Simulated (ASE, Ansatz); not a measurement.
**Forces and charges in generalised stacking fault on (111) (glide set) of a Ge-Si solid solution (72 atoms)**

Aim: energy, forces, charges and density of states of generalised stacking fault on (111) (glide set) of a Ge-Si solid solution (72 atoms) at a fixed geometry.

Program: Ansatz 0.2.0. Level of theory: Kohn-Sham DFT, r2SCAN, PAW (set soft_2), plane waves. Results are calculated unless marked as measured.

## (1) Starting point

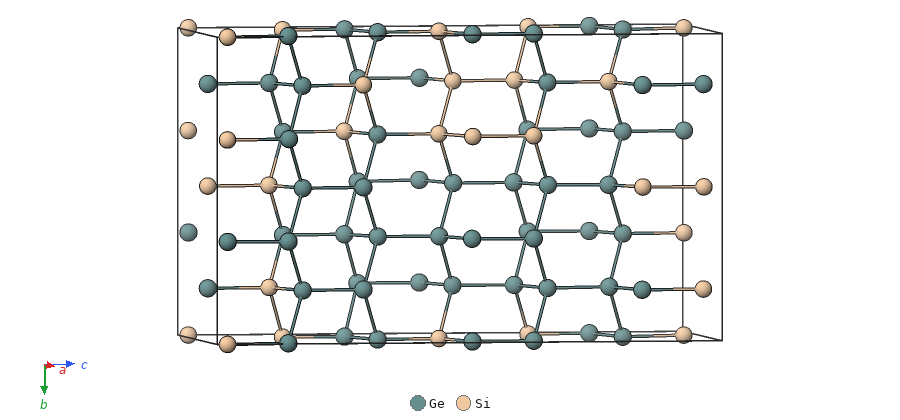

The cell as given, from the side, with the c axis across the page (germanium teal, silicon light orange). Bonds to atoms that aren't drawn are left out. Some periodic images of atoms are drawn too.

The cell holds 72 atoms: 51 Ge and 21 Si. Cell: a = 6.849 Å, b = 11.862 Å, c = 19.646 Å, α = 90.0°, β = 85.0°, γ = 90.0°. It derives from Ge and Si. Diamond-structure Ge lattice (a = 5.5919 Å, the value set for the mixture), cell with z along [111], 1 x 3 x 2 periods; the third cell vector is tilted by 0.250 of 1/2[11-2] and lengthened by 0.2 Å, so the cell holds one fault (glide set); displaced by a Gaussian of 0.01 Å; 21 of 72 Ge sites given to Si at random (lattice constant by Vegard's rule between Ge and Si).

Before any run, some limits are plain. The host structure and its lattice constant were typed by rule, without a check against the phase diagram.

## (2) Plane-wave single point

One self-consistent run at the given positions yields energy and forces.

input.yaml

```yaml
crystal:
  lattice:
    - [6.84865, 0.0, 0.0]
    - [0.0, 11.86221, 0.0]
    - [1.71216, 0.0, 19.57091]
  atoms:
    - { symbol: Ge, position: [0.49329, 0.16762, 0.0209] }
    - { symbol: Ge, position: [0.46202, 0.16677, 0.14499] }
    - { symbol: Ge, position: [0.78614, 0.16683, 0.18546] }
    - { symbol: Si, position: [0.75446, 0.16645, 0.30862] }
    - { symbol: Si, position: [0.99553, 0.00021, 0.02095] }
    - { symbol: Ge, position: [0.96389, 0.99899, 0.14373] }
    - { symbol: Si, position: [0.28473, 0.9999, 0.18511] }
    - { symbol: Ge, position: [0.25335, 0.00087, 0.31042] }
    - { symbol: Ge, position: [0.57881, 0.00085, 0.35052] }
    - { symbol: Si, position: [0.5472, 0.00022, 0.47445] }
    - { symbol: Si, position: [0.4951, 0.50021, 0.02067] }
    - { symbol: Si, position: [0.46671, 0.49971, 0.14401] }
    - { symbol: Ge, position: [0.78565, 0.50021, 0.18627] }
    - { symbol: Ge, position: [0.75486, 0.49976, 0.30857] }
    - { symbol: Si, position: [0.99511, 0.3347, 0.02084] }
    - { symbol: Ge, position: [0.96292, 0.33449, 0.14516] }
    - { symbol: Ge, position: [0.28666, 0.33224, 0.186] }
    - { symbol: Si, position: [0.25499, 0.33256, 0.30957] }
    - { symbol: Ge, position: [0.57898, 0.33365, 0.35017] }
    - { symbol: Si, position: [0.54684, 0.33388, 0.47416] }
    - { symbol: Ge, position: [0.07674, 0.16623, 0.35066] }
    - { symbol: Ge, position: [0.0464, 0.16713, 0.47498] }
    - { symbol: Si, position: [0.37087, 0.1674, 0.51569] }
    - { symbol: Si, position: [0.34293, 0.16727, 0.63986] }
    - { symbol: Ge, position: [0.66302, 0.16585, 0.68014] }
    - { symbol: Si, position: [0.63248, 0.16518, 0.80394] }
    - { symbol: Ge, position: [0.87024, 0.00054, 0.51573] }
    - { symbol: Ge, position: [0.83727, 0.0006, 0.63968] }
    - { symbol: Si, position: [0.1613, 0.99973, 0.68087] }
    - { symbol: Ge, position: [0.13327, 0.99954, 0.80449] }
    - { symbol: Ge, position: [0.45489, 0.00194, 0.84568] }
    - { symbol: Si, position: [0.42479, 0.99883, 0.96892] }
    - { symbol: Ge, position: [0.49458, 0.83278, 0.0208] }
    - { symbol: Si, position: [0.46515, 0.83254, 0.14464] }
    - { symbol: Ge, position: [0.78631, 0.83283, 0.18601] }
    - { symbol: Ge, position: [0.75816, 0.83216, 0.30854] }
    - { symbol: Ge, position: [0.99816, 0.66635, 0.02112] }
    - { symbol: Ge, position: [0.9644, 0.66772, 0.14416] }
    - { symbol: Ge, position: [0.28605, 0.6677, 0.18586] }
    - { symbol: Ge, position: [0.2574, 0.66774, 0.30956] }
    - { symbol: Ge, position: [0.57885, 0.66586, 0.35072] }
    - { symbol: Ge, position: [0.55033, 0.66727, 0.47475] }
    - { symbol: Ge, position: [0.0763, 0.50185, 0.35025] }
    - { symbol: Ge, position: [0.04519, 0.49947, 0.47455] }
    - { symbol: Ge, position: [0.37309, 0.50011, 0.51615] }
    - { symbol: Ge, position: [0.33717, 0.50034, 0.63859] }
    - { symbol: Ge, position: [0.66361, 0.49929, 0.68116] }
    - { symbol: Ge, position: [0.63178, 0.50134, 0.80385] }
    - { symbol: Si, position: [0.87121, 0.33334, 0.51632] }
    - { symbol: Si, position: [0.84044, 0.33322, 0.63928] }
    - { symbol: Ge, position: [0.16323, 0.33457, 0.67984] }
    - { symbol: Ge, position: [0.12972, 0.33329, 0.80468] }
    - { symbol: Ge, position: [0.456, 0.33334, 0.84557] }
    - { symbol: Ge, position: [0.42316, 0.3334, 0.96947] }
    - { symbol: Ge, position: [0.95492, 0.16743, 0.8461] }
    - { symbol: Ge, position: [0.9262, 0.16669, 0.96899] }
    - { symbol: Ge, position: [0.07796, 0.83276, 0.34939] }
    - { symbol: Ge, position: [0.04649, 0.83322, 0.47452] }
    - { symbol: Ge, position: [0.36937, 0.83287, 0.51494] }
    - { symbol: Ge, position: [0.33811, 0.83405, 0.63959] }
    - { symbol: Ge, position: [0.6647, 0.83473, 0.68029] }
    - { symbol: Ge, position: [0.63264, 0.83299, 0.80497] }
    - { symbol: Ge, position: [0.86999, 0.66637, 0.51505] }
    - { symbol: Ge, position: [0.83989, 0.66774, 0.63969] }
    - { symbol: Ge, position: [0.16296, 0.66596, 0.68025] }
    - { symbol: Ge, position: [0.13295, 0.66689, 0.80435] }
    - { symbol: Ge, position: [0.45524, 0.66607, 0.84572] }
    - { symbol: Si, position: [0.42516, 0.66567, 0.96911] }
    - { symbol: Si, position: [0.95378, 0.4992, 0.8467] }
    - { symbol: Si, position: [0.92619, 0.50099, 0.96973] }
    - { symbol: Ge, position: [0.95611, 0.83368, 0.84522] }
    - { symbol: Si, position: [0.92364, 0.83374, 0.969] }
kpoints:
  mp_grid: { grid: [2, 1, 1] }
hamiltonian:
  xc: r2scan
scf:
  occupations: { method: gaussian, width: 0.05 }
output:
  forces: true
  stress: true
  populations: intrinsic
  dos:
    method: { smearing: { sigma: 0.1 } }
    de: 0.1
    projected: { site_lists: { Ge: [Ge], Si: [Si] } }
  eigenvalues: true
  write_density: true
  write_potential: true
  volumetric_format: npy
```

The run is started by

```bash
> ansatz run input.yaml --threads 8 --pin off --max-ram 15872MiB --backend cpu --events-out ev --progress --plain --runs-dir out
```

The log of the run:

```text
Engine: ansatz 0.2.0, aarch64-unknown-linux-gnu
Pseudopotentials: kind: paw
Pseudopotential: Ge, paw, valence charge 14, recommended cutoff 500 eV (meta_gga), Ge.paw.azcp
Pseudopotential: Si, paw, valence charge 4, recommended cutoff 500 eV (meta_gga), Si.paw.azcp
[... 6 lines on functional and potentials left out ...]
Crystal: 72 atoms, lattice volume = 1589.943 Å³
Basis set: ecut = 500 eV, 40345 PW (Γ), exchange–correlation on 200×360×576 points (64 copies of the dense FFT grid, shifted against one another)
Bands: 479, of which v1, the nominal top of the filled ones, is band 399 counted from 1 (398 counted from 0)
Symmetry: 1 space group operations
Space group: P1 (ITA 1), of the structure as read, at distance tolerance 1.2e-4 Å
k-points: 2
[... 7 lines on functional and potentials left out ...]
Initial density: superposition of atomic densities (neutral atoms: chi_scale 0, normalization atom), corrected by the library's trained network
Initial wavefunctions: pseudopotential atomic-orbital guess
Functional: x = r2scan, c = r2scan; τ floored in thin density (d = 2e-4 eV/Å³)
SCF iter   1: F=—  HF=-232857.139454 eV  |F-HF|=—  |Δ(HF+E_count)|=         —  Δρ=7.04e-3  dr2=8.56e-1  dr2_τ=2.36e-1  ethr=1.77e-3  ⟨swp⟩=5.5  Hψ=3459  notcnv=0  defer=35
preconditioner: auto → Resta (q_TF=auto, 2.432 Å⁻¹)  ε∞=2.5  [insulator: Δε(μ)=0.272 eV  Ē_g=21.218 eV  σ=0.050 eV  W_gap=1.00  n_scr=390 (ndim 8)  ℏωp=26.3 eV  f_vac=0.024  D(μ)=0.02/eV (n_scr^D=0)  ε∞_Penn≈2.5]
SCF iter   2: F=—  HF=-232857.524574 eV  |F-HF|=—  |Δ(HF+E_count)|=   3.85e-1  Δρ=2.68e-3  dr2=8.17e-1  dr2_τ=1.68e-3  ethr=1.07e-4  ⟨swp⟩=2.0  Hψ=1920  notcnv=0  defer=140
preconditioner: auto → LDOS  [insulator: Δε(μ)=0.088 eV  Ē_g=21.044 eV  σ=0.050 eV  W_gap=0.79  n_scr=390 (ndim 8)  ℏωp=26.3 eV  f_vac=0.025  D(μ)=10.31/eV (n_scr^D=30)  ε∞_Penn≈2.6  β→1.0]
SCF iter   3: F=—  HF=-232857.480200 eV  |F-HF|=—  |Δ(HF+E_count)|=   4.44e-2  Δρ=1.06e-3  dr2=2.70e-2  dr2_τ=2.60e-4  ethr=1.02e-4  ⟨swp⟩=3.0  Hψ=977  notcnv=0  defer=140
SCF iter   4: F=—  HF=-232857.477506 eV  |F-HF|=—  |Δ(HF+E_count)|=   2.69e-3  Δρ=5.55e-4  dr2=5.38e-3  dr2_τ=4.44e-5  ethr=3.39e-6  ⟨swp⟩=2.0  Hψ=1617  notcnv=0  defer=140
SCF iter   5: F=—  HF=-232857.477029 eV  |F-HF|=—  |Δ(HF+E_count)|=   4.77e-4  Δρ=1.63e-4  dr2=1.30e-3  dr2_τ=6.49e-6  ethr=6.74e-7  ⟨swp⟩=2.0  Hψ=1394  notcnv=0  defer=140
SCF iter   6: F=—  HF=-232857.476819 eV  |F-HF|=—  |Δ(HF+E_count)|=   2.09e-4  Δρ=3.99e-5  dr2=6.94e-5  dr2_τ=4.10e-7  ethr=1.63e-7  ⟨swp⟩=3.0  Hψ=1617  notcnv=0  defer=140
SCF iter   7: F=—  HF=-232857.476660 eV  |F-HF|=—  |Δ(HF+E_count)|=   1.60e-4  Δρ=1.42e-5  dr2=6.82e-6  dr2_τ=7.00e-8  ethr=8.70e-9  ⟨swp⟩=3.0  Hψ=1828  notcnv=0  defer=140
SCF iter   8: F=—  HF=-232857.476662 eV  |F-HF|=—  |Δ(HF+E_count)|=   1.84e-6  Δρ=5.01e-6  dr2=5.96e-7  dr2_τ=6.16e-9  ethr=8.55e-10  ⟨swp⟩=2.5  Hψ=1461  notcnv=0  defer=140
SCF iter   9: F=—  HF=-232857.476662 eV  |F-HF|=—  |Δ(HF+E_count)|=   3.81e-7  Δρ=1.64e-6  dr2=1.42e-7  dr2_τ=1.15e-9  ethr=1.25e-11  ⟨swp⟩=15.0  Hψ=8463  notcnv=0
SCF iter  10: F=-232857.476662 eV  HF=-232857.476662 eV  |F-HF|=7.45e-9  |Δ(HF+E_count)|=   3.80e-8  Δρ=5.20e-7  dr2=1.60e-8  dr2_τ=9.94e-11  ethr=1.25e-11  ⟨swp⟩=7.5  Hψ=4764  notcnv=0
SCF 1 converged in 10 iterations: F = -232857.476662 eV  dr2 = 1.60e-8
  greatest PAW one-centre occupation: 0.998 electrons in one spin orbital (limit 2), on the Ge atom at site 0 (counted from 0), in its partial waves of l = 2
SCF converged after 10 iterations
Free energy (F): -232857.476662 eV
Harris-Foulkes:  -232857.476662 eV  (|F-HF|=7.45e-9)
Internal energy: -232857.475874 eV  (E = F + TS)
E sigma→0 (E₀):  -232857.476268 eV
Entropy (-TS):   -0.000787 eV (-0.011 meV/atom)
Fermi energy:    8.410707 eV
--- Per-component energies (eV) ---
  E_band       = -8339.284744
  E_kinetic    = 6514.053889
  E_local      = -146076.931632  (includes V_loc(G=0)·N_el)
  E_nonlocal   = 21959.037573
  E_hartree    = 65114.196496
  E_xc         = -4603.559922
  E_vxc        = -4504.736896  (∫ρ·V_xc dr)
  E_paw        = -114666.353599  (= ΣΔE_a)
  E_vpaw       = -16694.019878  (= ΣTr[D̂ρ^β])
  E_aug_tail   = 0.000880  (compensation charges beyond the density's cutoff)
  E_vtau       = 234.905932  (kinetic-family band-sum trace: ∫τ·v_τ [+ j·A + Jᵃ·Aᵃ] dr)
  E_ewald      = -61040.940412
  E_core_change = -56.979146  (= ΣΔE_core)
  E_smearing   = -0.000787  (= −TS)
  E_closure    = 0.000000  (closes the sum)
  Σ components = -232857.476662   (vs F -232857.476662, Δ=0.00e0)
--- Forces (eV/Å), atoms counted from 1 ---
  atom   1  Ge     1.56104700    -0.82598533    -0.01962949
  atom   2  Ge    -0.13460953    -0.48902085    -0.01040448
  atom   3  Ge     0.04293417    -0.07918941     0.34332794
  atom   4  Si     0.07756569     0.07435165     0.08865009
  atom   5  Si     1.52145538    -0.48469903    -0.42306390
  atom   6  Ge     0.27196963     0.11449952    -0.15743182
  atom   7  Si     0.37489891    -0.36119405     0.04842050
  atom   8  Ge     0.13225903    -0.14226597    -0.77031450
  atom   9  Ge     0.21957017     0.10247833     0.25398932
  atom  10  Si    -0.14245897     0.32718683     0.07933353
  atom  11  Si     1.58069298     0.35151638     0.17929059
  atom  12  Si    -0.31504683     0.07703607    -0.27991816
  atom  13  Ge    -0.26732261     0.17966960    -0.39734346
  atom  14  Ge    -0.00271590     0.03607529     0.16702127
[...]
atom  71  Ge    -0.00749490    -0.06603182     0.54908554
  atom  72  Si    -1.35894873     0.31325306     0.30327748
  max |Σ_I F_I| component: 2.57e-5 eV/Å
--- Stress (GPa, compression-positive) ---
       -1.983024      -0.030863       1.270616
       -0.030863       4.007412      -0.038421
        1.270616      -0.038421      -0.742438
  P = ⅓ Tr σ = 0.4273 GPa (4.273 kbar)
--- Band table (eV) ---
  k-point 0: bands = ["-17.7456", "-17.7447", "-17.7396", "-17.7337", [... 463 levels ...], "11.9843", "12.0288", "12.0624", "12.0800", "12.1029", "12.1209", "12.2323", "12.2787", "12.3269", "12.3520", "12.3877", "12.5477"]
  k-point 1: bands = ["-17.7460", "-17.7444", "-17.7372", "-17.7301", [... 463 levels ...], "11.9978", "12.0139", "12.0739", "12.1094", "12.2218", "12.2608", "12.2820", "12.3008", "12.4520", "12.4690", "12.8463", "12.8872"]
--- intrinsic populations: 72 sites ---
  site symbol       q [e]
     0     Ge     14.0440
     1     Ge     14.0183
     2     Ge     14.0067
[...]
71     Si      3.9597
  spilling = 0.000000 (of n_electrons = 798.000000)
```

Elapsed: 82 s, on 8 threads of Arm Neoverse V2, shared host; peak memory 10 GiB.

The column dr2 measures how far the density is from self-consistency, as an energy; F and HF (Harris–Foulkes) agree once it is small.

Numbers from this run:

```yaml
free_energy: -232857.4767 eV
free_energy_per_atom: -3234.1316 eV/atom
scf_cycles: 10
pressure: 0.4273 GPa
r_m_s_force_component: 0.4554 eV/Å
longest_force: 1.817 eV/Å
fermi_energy: 8.411 eV
spacing_of_highest_filled_and_lowest_empty_level: 0.1892 eV
```

Neighbours are counted within 2.83 Å (Ge-Ge), 2.77 Å (Ge-Si), 2.77 Å (Si-Si).

Length of the force by element and coordination:

```tsv
element	coordination	atoms	mean length of the force (eV/Å)	spread	least	most
Ge	all	51	0.570	0.391	0.119	1.82
Ge	3	5	1.65	0.128	1.47	1.82
Ge	4	46	0.453	0.163	0.119	0.794
Si	all	21	0.813	0.558	0.139	1.73
Si	3	7	1.57	0.126	1.40	1.73
Si	4	14	0.433	0.164	0.139	0.722
```

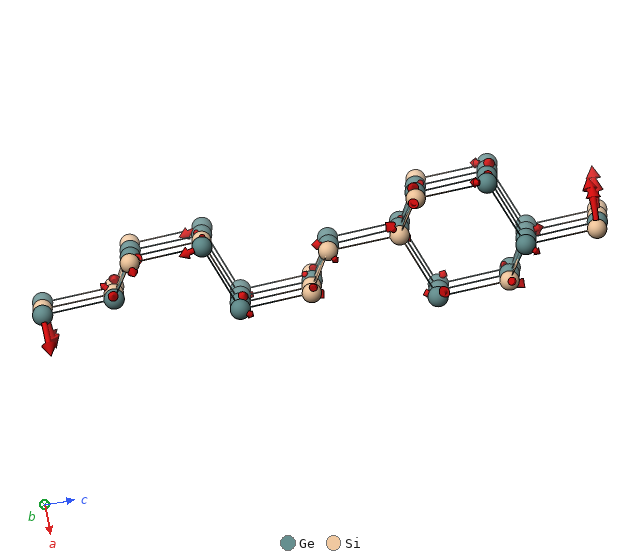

Forces as arrows; the longest in the cell is 1.82 eV/Å. Drawn is a slice 4 Å thick, seen at a slant to the bc plane.

Intrinsic-atomic-orbital charges by element and coordination:

```tsv
element	coordination	atoms	mean charge (e)	spread	least	most
Ge	all	51	-0.0237	0.0274	-0.113	0.0185
Ge	3	5	-0.0729	0.0245	-0.113	-0.044
Ge	4	46	-0.0183	0.0218	-0.0773	0.0185
Si	all	21	0.0575	0.0264	0.0077	0.111
Si	3	7	0.0369	0.0197	0.0077	0.068
Si	4	14	0.0678	0.023	0.0168	0.111
```

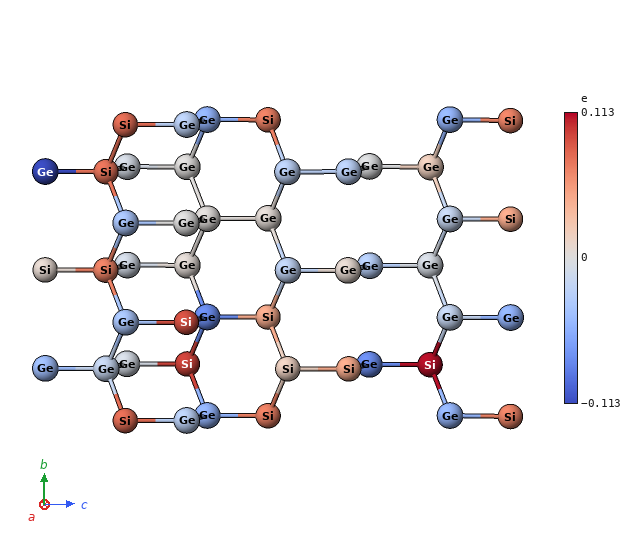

Atoms coloured by intrinsic-atomic-orbital charge. Drawn is a slice 4 Å thick, seen along the normal of the bc plane.

Density of states as counts of states in windows of 1 eV (from the Fermi level), total and the larger projections:

```tsv
from (eV)	to (eV)	total	Ge p	Si p	Ge s	Si s
-18	-15	0.0	0.0	0.0	0.0	0.0
-15	-14	0.1	0.0	0.0	0.1	0.0
-14	-13	6.0	0.7	0.2	4.3	0.7
-13	-12	18.8	3.6	1.3	11.7	2.2
-12	-11	20.7	4.2	1.6	11.3	3.4
-11	-10	22.3	5.0	1.9	10.3	5.1
-10	-9	9.2	2.5	1.0	3.7	2.0
-9	-8	26.5	9.2	3.5	9.7	3.9
-8	-7	14.3	5.1	2.3	4.4	2.4
-7	-6	14.1	5.4	2.4	3.6	2.5
-6	-5	24.1	14.8	5.7	2.2	1.1
-5	-4	23.3	15.5	6.1	1.0	0.5
-4	-3	53.3	35.8	14.9	1.5	0.8
-3	-2	33.0	22.7	9.3	0.5	0.2
-2	-1	18.4	12.0	5.8	0.2	0.1
-1	0	3.8	2.3	0.9	0.3	0.2
0	1	31.0	11.3	6.5	8.2	2.7
1	2	40.7	17.1	8.2	7.4	3.3
2	3	37.5	18.3	8.4	4.1	2.1
```

Between -26 and -18 eV lie 385 more states.

The stored curve holds about 673 of the 798 electrons; the rest, give or take the few that broadening carries across the Fermi level, lie in deeper levels below its range.

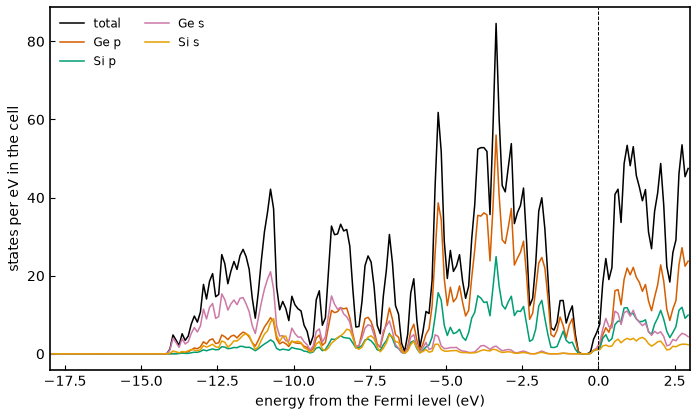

Total and projected density of states, with the broadening of the input.

The levels nearest the highest filled one (over half full), pooled over k-points and spins:

```tsv
level less the highest filled one (eV)	occupation
-1.06	2
-1.04	2
-0.846	2
-0.797	2
-0.728	2
0	1.99
0.189	0.007
0.261	0
0.298	0
0.326	0
0.359	0
0.383	0
```

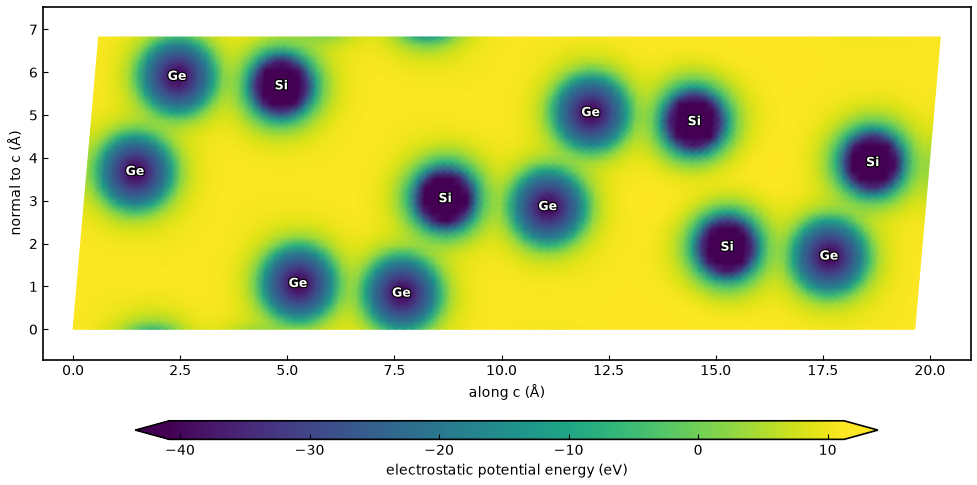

Electrostatic potential energy in the ca plane at fractional y = 0.000, with atoms of Si and Ge within 0.2 Å of it. With pseudopotentials it is smooth inside the atoms' cores, unlike the true potential. The map starts off the cell's origin, so that atoms lie inside it.

(Continued in part 2 of 2.)

[Logs are printed without paths, hosts, clocks, repeated set-up lines and the standing remarks that a program may print on its own settings, such as how far it seeks lower states.]

[Hosts, paths, dates, database ids (printed as entryN), source tags and the programs' standing remarks are cut or masked in the printed files.]
